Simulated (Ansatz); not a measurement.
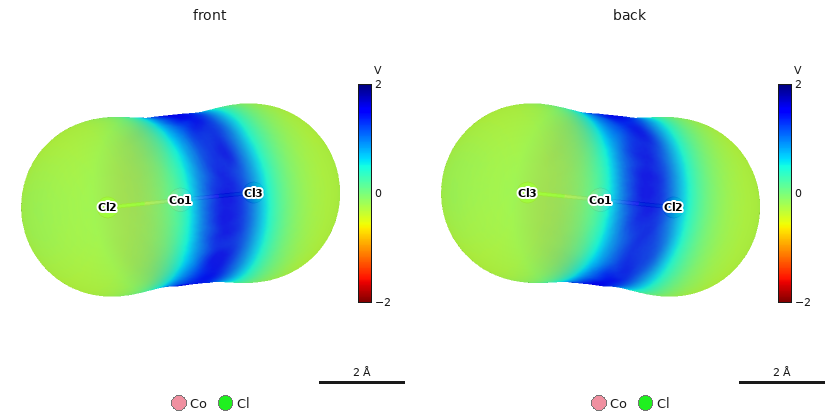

Figure. Cl2Co (quartet). The electrostatic potential painted on the density surface at 0.001 e/bohr³, seen from the front and from behind; red is negative and blue positive.

Geometry: PBE0-D4/def2-TZVP.

Method: UKS PBE0-D4/def2-TZVP (Ansatz 0.2.0).

```yaml
atoms:
  - { symbol: Co, position_ang: [0.0004, -0.0017, 0.0016] }
  - { symbol: Cl, position_ang: [1.9473, -0.2147, -0.7247] }
  - { symbol: Cl, position_ang: [-1.9477, 0.2163, 0.7231] }
```

> Which sites attract a positive test charge, and which a negative one?

A positive charge is drawn to the negative regions and a negative charge to the positive ones. The most negative region (about −0.3 V) lies over Cl2 and Cl3, the most positive (about +1.5 V) over Co1.
